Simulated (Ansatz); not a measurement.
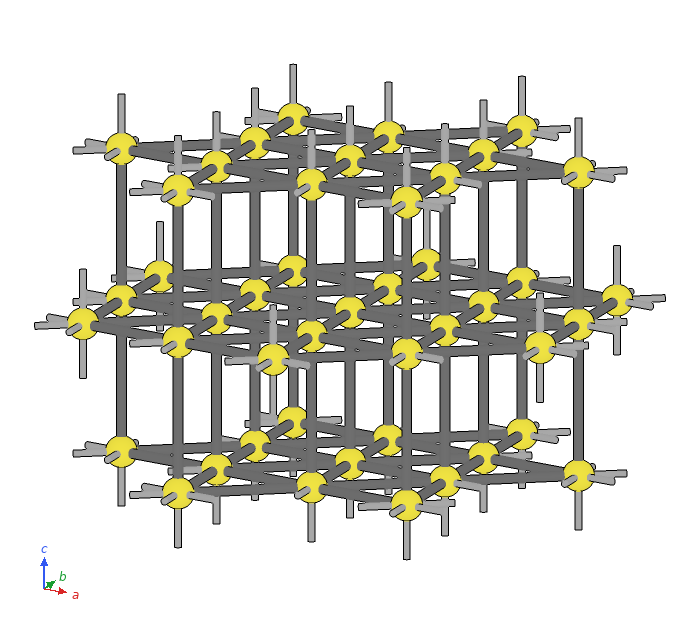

The picture shows a finite piece of the underlying net of a crystal structure, nodes on the atoms' positions. Nodes are coloured by topological kind. Edges to nodes outside the piece are drawn as stubs.

### What net is this?

A uninodal 8-connected, three-periodic net. It is the hex net, known from the primitive hexagonal lattice.

### Give point symbol and coordination sequence.

3^6.4^18.5^3.6, sequence 8, 26, 56, 98, 152, 218.

The net was derived as follows. The compound is ReSbC₃ (space group P6/mmm, No. 191), taken as the geometry relaxed with DFT PBE, scalar-relativistic, plane waves, PAW (Ansatz 0.2.0); the starting structure was generated, so it need not be a known form of this composition. Bonds are taken as C–Sb below 2.6 Å and Re–Sb below 2.9 Å. Atoms with one bond or none are removed and atoms with two bonds are replaced by edges, until no such atom is left. Sb is an 8-connected node. Re and C become part of the edges.
